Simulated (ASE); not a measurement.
Pair distribution function (Co-Co) of CoSi (B20 type), cell Co32Si32, begun in the crystal structure [in the run: it stayed crystalline; mean temperature 294 K (target 300 K); density 6.57 g/cm³], from MD at 294 K. Computed with the machine-learned potential CHGNet 0.3.0 (ASE). Volume per atom 11.00 Å³, mean pressure 0.1 GPa. 

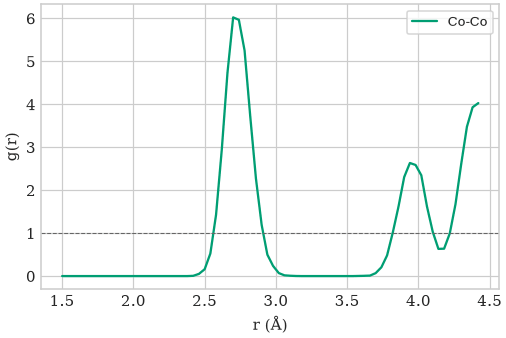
Pair distribution from the trajectory

Task: Read off the position and height of the first peak of the Co-Co curve, where the first shell ends and the number of neighbours in it.

Result: first peak at 2.73 Å with height 6.0; g is nil from 3.1 to 3.6 Å, so any cut there serves; 6.0 Co round each Co in the shell, from n = 4πρ∫r²g(r)dr.
